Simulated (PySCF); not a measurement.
CH5P

The calculation's input:

```
{"job": {"kind": "nmr", "xc": "PBE0", "basis": "pcSseg-1", "pop": false}, "charge": 0, "multiplicity": 1}
C      0.536200    -0.128400     0.590900
P     -1.076600    -0.348800     0.296900
H      0.849400     0.642700    -0.121100
H      1.079300    -1.027600     0.638200
H     -1.621800     0.880400     0.188800
H     -1.811000    -0.930500     1.324100
H     -1.854200    -0.982300    -0.782500
```

Launched as:

```sh
OMP_NUM_THREADS=1 python probes_run.py task.json out
```

Geometry: GFN2-xTB, MD frame at 250 fs, 200 K.

Computed with PySCF, PBE0/pcSseg-1, SCF density, gas phase, non-relativistic.

### What can the converged electron density and electron localisation function tell about the bonding?

C–P (1.65 Å): ρ is about 1.4 e/Å³ halfway; the ELF peaks at about 0.90 between the atoms: a covalent bond.
C–H (1.05 Å): the density is about 2.1 e/Å³ at the midpoint; the ELF climbs to about 1 towards the hydrogen, as it does in any bond to H (a covalent bond by its length).
P–H (1.35 Å): ρ is about 1.2 e/Å³ halfway; the ELF climbs to about 1 towards the hydrogen.

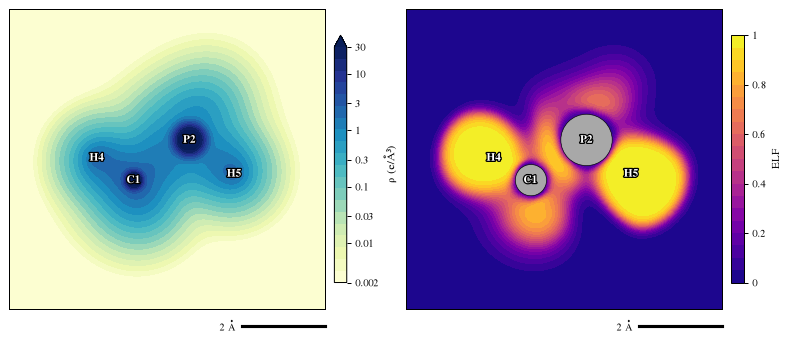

Computed electron density and electron localisation function on the plane of atoms P2, C1 and H4, in this order. Grey discs cover the atomic cores in the ELF map. 
